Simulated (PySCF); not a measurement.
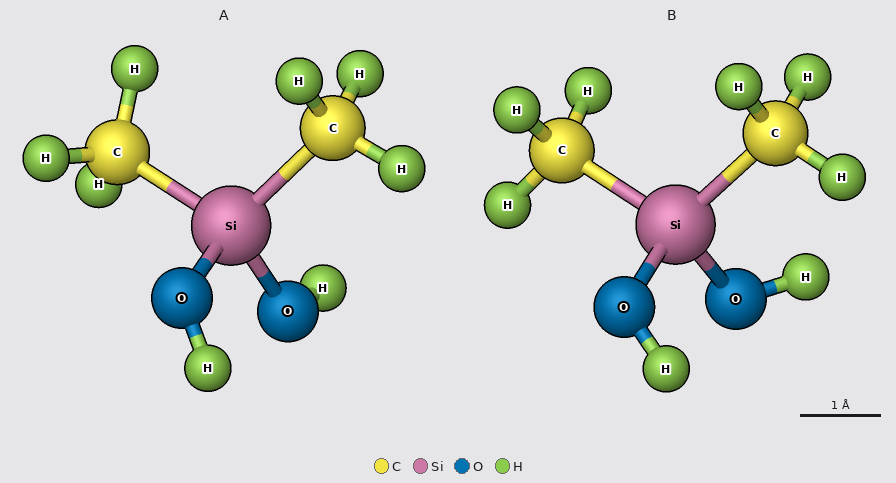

Two geometries of C2H8O2Si, drawn at one scale. One is the start of a relaxation, the other its converged end. Style: ball-and-stick. Shown at a tilt.

Computed with PBE0-D3(BJ)/def2-SVP geometry optimisation, gas phase in PySCF 2.14.0, density-fitted response routines. 

Question: Which one is relaxed?

Answer: Structure B is the relaxed one. The start comes from GFN2-xTB. The largest move after the best rigid fit is that of an H atom, 0.75 Å. By element the largest moves are H 0.75 Å, O 0.28 Å, Si 0.10 Å, C 0.09 Å. Near-neighbour distances that change, for instance: C–Si 1.901 → 1.858 Å, O–Si 1.627 → 1.665 Å, O–Si 1.644 → 1.673 Å, C–H 1.085 → 1.101 Å. Among the angles between lasting bonds that change: Si–O–H 120.4° → 116.2°, Si–O–H 119.1° → 115.1°, O–Si–O 104.2° → 107.0°. Groups turn about O–Si by about 45°, C–Si by about 45°. After 16 geometry steps the energy has fallen by 3.34 kcal/mol. The largest force component goes from 1.5 to 0.023 eV/Å. The forces were under the threshold at step 14, but the run went on from there.
